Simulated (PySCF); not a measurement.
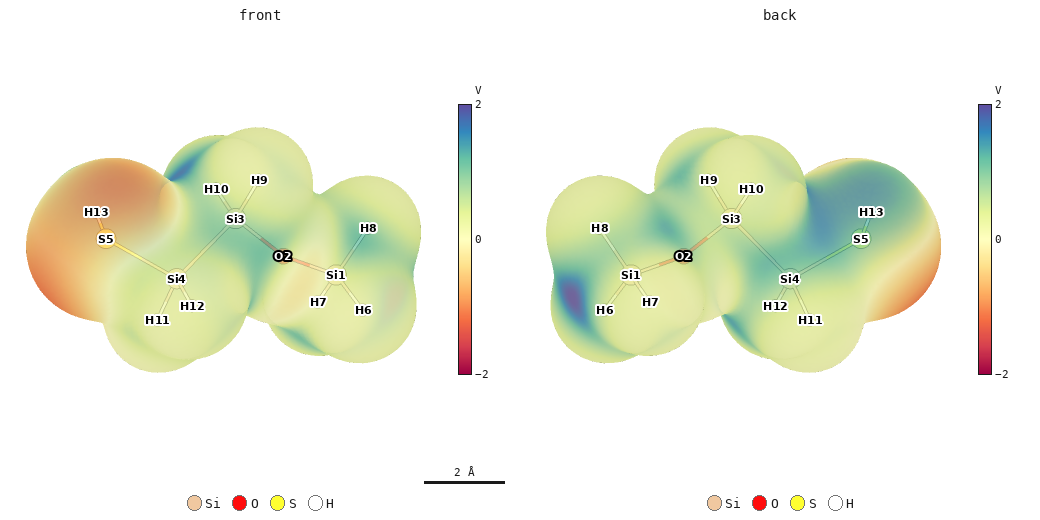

*H$_{8}$OSSi$_{3}$ (SMILES [SiH3]O[SiH2][SiH2]S). The molecular electrostatic potential painted on the density surface at 0.002 e/bohr³, seen from the front and from behind; red is negative and blue positive.*

Geometry: GFN2-xTB.

All numbers below come from PySCF, PBE0/pcSseg-1, SCF density, gas phase, non-relativistic.

The calculation's input:

```
{"job": {"kind": "nmr", "xc": "PBE0", "basis": "pcSseg-1"}, "charge": 0, "multiplicity": 1}
Si     2.772138    -0.049096     0.023111
O      1.167730     0.081673     0.213082
Si    -0.283927     0.752970     0.470059
Si    -1.720994    -0.892343    -0.253152
S     -3.769653    -0.210732    -0.110046
H      3.102779    -1.328361     0.641266
H      3.000770    -0.031406    -1.419116
H      3.413007     1.080096     0.692081
H     -0.341645     1.105493     1.892723
H     -0.340523     2.006988    -0.297355
H     -1.575817    -1.329727    -1.648985
H     -1.809882    -2.114088     0.547022
H     -3.618371     0.929019    -0.768417
```

Launched as:

```sh
OMP_NUM_THREADS=1 python probes_run.py task.json out
```

Q: Where is the surface potential most negative and most positive?

A: The most negative region (about −1.1 V) lies over S5, the most positive (about +1.8 V) over Si1.

Q: How polar is the molecule by this calculation?

A: Its dipole moment is 2.41 D.
